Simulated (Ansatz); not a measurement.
SiH5OCl: several calculations on one system

### Relaxation

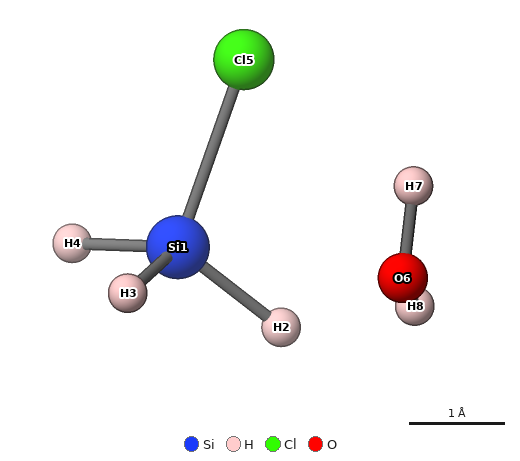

Starting structure of SiH5OCl. A ball-and-stick model, seen at a tilt.

The run prepares an end point of a later path (reaction) calculation, from a guessed geometry.

Theory: RKS PBE/def2-SVP in Ansatz 0.2.0.

Input
```yaml
crystal:
  periodic: [false, false, false]
  atoms:
    - { symbol: Si, position_ang: [-0.106422, 0.213304, -0.093944] }
    - { symbol: H, position_ang: [-0.154121, 0.135638, 1.379192] }
    - { symbol: H, position_ang: [1.282309, 0.176378, -0.63885] }
    - { symbol: H, position_ang: [-0.786196, 1.482039, -0.526146] }
    - { symbol: Cl, position_ang: [-1.272274, -1.342683, -0.884793] }
    - { symbol: O, position_ang: [1.058377, -2.100018, 1.170506] }
    - { symbol: H, position_ang: [0.395971, -2.62514, 0.678703] }
    - { symbol: H, position_ang: [0.483657, -1.572718, 1.780732] }
basis:
  gaussian: { orbitals: def2-SVP }
hamiltonian:
  xc: pbe
relax:
  f_tol: 0.03
  max_steps: 50
```

Run as
```bash
ansatz run input.yaml --threads 1 --pin off --max-ram 2048MiB --backend cpu --events-out ev --progress --plain --runs-dir out
```

### Predict the outcome.

After 7 accepted moves (8 points after the start) the energy has fallen by 2.37 kcal/mol. Largest force component: 0.52 eV/Å at the start, 0.0074 eV/Å at the end. The line search rejected the trial step at point 5 of the run. H8 moves most after the best rigid fit: 0.61 Å. Largest moves by element: H 0.61 Å, Cl 0.15 Å, Si 0.11 Å, O 0.05 Å. Some distances before and after: Si1–H2 1.476 → 1.497 Å, O6–H8 0.990 → 0.976 Å, Si1–Cl5 2.099 → 2.106 Å. The run took 20 s on 1 thread of Intel(R) Xeon(R) Platinum 8488C (Sapphire Rapids) (shared host), peak memory 0.16 GiB.

Step by step:

```csv
step,"E − E(0), kcal/mol","largest force component, eV/Å",note
0,0.00,0.5179,
1,-1.23,0.4536,
2,-1.55,0.2310,
3,-1.86,0.7165,
4,-2.16,0.2135,
5,-1.54,1.2805,rejected
6,-2.34,0.0654,
7,-2.36,0.0302,
8,-2.37,0.0074,
```

The structure at the end:

```xyz
8

Si   -0.1487    0.3126   -0.1102
H    -0.2666    0.4773    1.3730
H     1.2604    0.1587   -0.5808
H    -0.7732    1.5075   -0.7741
Cl   -1.3075   -1.3287   -0.7401
O     1.0971   -2.1226    1.1754
H     0.4691   -2.4976    0.5252
H     0.5706   -2.1404    1.9968
```

After the run, drawn alike:

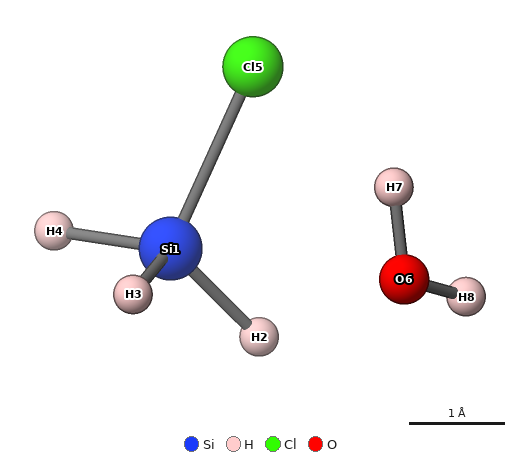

### Relaxation

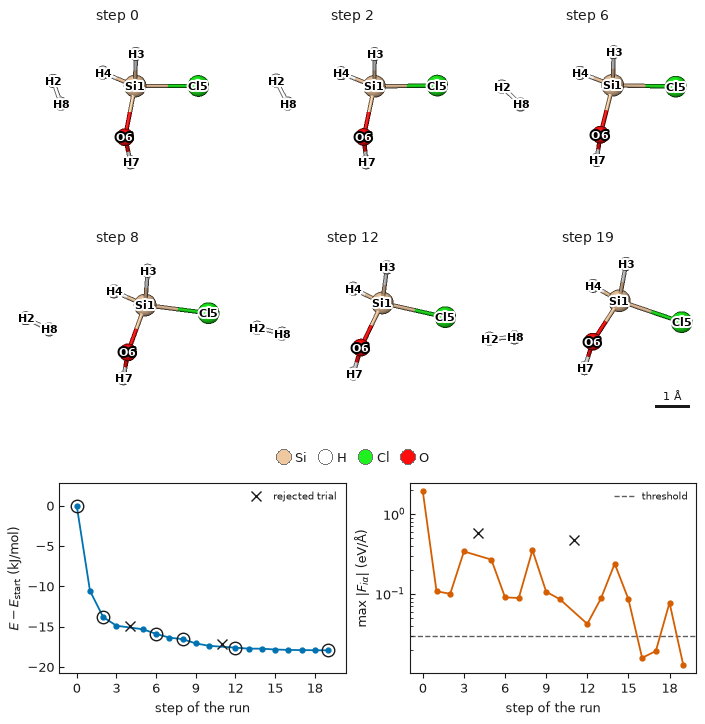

Frames of a relaxation of SiH$_{5}$OCl, marked on the history of the run. A ball-and-stick model, seen at a tilt.

The run prepares an end point of a later path (reaction) calculation, from a guessed geometry.

The calculation used RKS PBE/def2-SVP (Ansatz). Set-up: no spin polarisation; force threshold 0.03 eV/Å; at most 50 steps.

What happens along the run?

Answer. After 17 accepted moves (19 points after the start) the energy has fallen by 17.9 kJ/mol. The largest force component goes from 1.9 to 0.013 eV/Å. The line search rejected the trial steps at points 4, 11 of the run. The forces were under the threshold at step 16, but the run went on from there. H2 moves most after the best rigid fit: 1.59 Å. Largest moves by element: H 1.59 Å, Cl 0.58 Å, Si 0.53 Å, O 0.53 Å. Near-neighbour distances that change, for instance: H2–H8 0.722 → 0.770 Å, Si1–Cl5 2.090 → 2.085 Å, Si1–O6 1.678 → 1.673 Å. Among the angles between lasting bonds that change: Cl5–Si1–O6 109.0° → 111.4°. From step 0 to 2: H2 moves most (0.38 Å), energy −13.8 kJ/mol. From step 2 to 6: H2 moves most (0.35 Å), energy −2.08 kJ/mol. From step 6 to 8: H2 moves most (0.34 Å), energy −0.66 kJ/mol. From step 8 to 12: H2 moves most (0.29 Å), energy −1.05 kJ/mol. From step 12 to 19: H2 moves most (0.33 Å), energy −0.33 kJ/mol.

Limits of the set-up: the start holds two separate molecules, 2.2 Å apart at their closest, whose relative position is a soft coordinate and is computed without a dispersion correction.

### Path

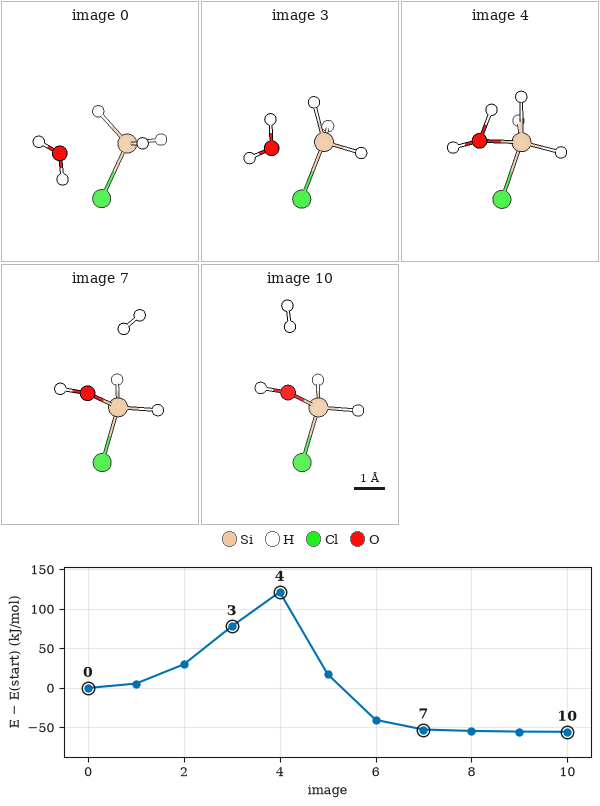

A nudged-elastic-band calculation for SiH₅OCl, made up at the start of SiH$_{3}$Cl and H₂O. Images are numbered from 0 (start) to 10 (end). Style: ball-and-stick. Shown at a tilt.

Level of theory: RKS PBE/def2-SVP (Ansatz 0.2.0). Run with 9 movable images; climbing image; force threshold 0.05 eV/Å; iteration limit 60; starting path through a guess of the saddle point.

### Read off the barrier and say what moves.

Breaking: H–O (0.98 → 2.50 Å), H–Si (1.50 → 4.46 Å). Forming: H–H (2.82 → 0.77 Å), O–Si (3.02 → 1.67 Å). The highest point, image 4, lies 121.5 kJ/mol above the start and 177.0 kJ/mol above the end; the end is at −55.5 kJ/mol relative to the start. The band converged in 22 iterations, with a climbing image at the top.

Limits of the set-up: the start holds two separate molecules, 2.5 Å apart at their closest, whose relative position is a soft coordinate and is computed without a dispersion correction.

Cost: 5.3 min on 1 thread of Intel(R) Xeon(R) Platinum 8488C (Sapphire Rapids) (shared host), peak memory 0.17 GiB.
